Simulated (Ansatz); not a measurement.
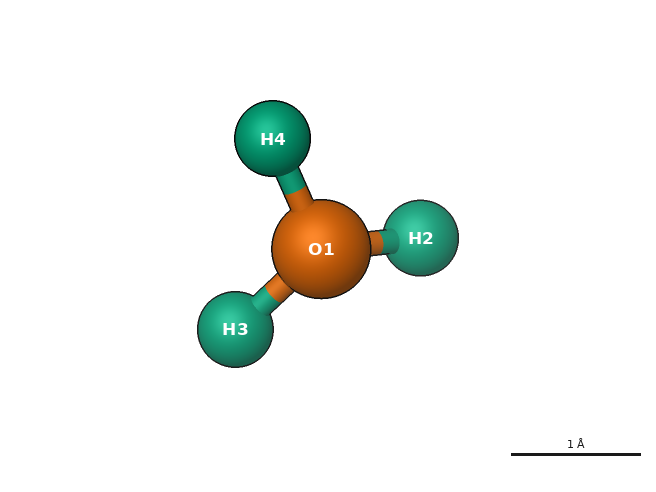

The view is orthographic, and the bar gives the scale. The species has charge +1 and is a spin singlet. Computed geometry: PBE0-D4/def2-TZVP optimisation. No frequency run is at hand to confirm it as a minimum.

Write Cartesian coordinates in Å in the frame of the picture: x to the right, y up, z towards the viewer, origin at the mean of the atomic positions.

```xyz
4
H3O
O    0.07  -0.08   0.17
H    0.84   0.01  -0.42
H   -0.60  -0.71  -0.17
H   -0.31   0.78   0.43
```
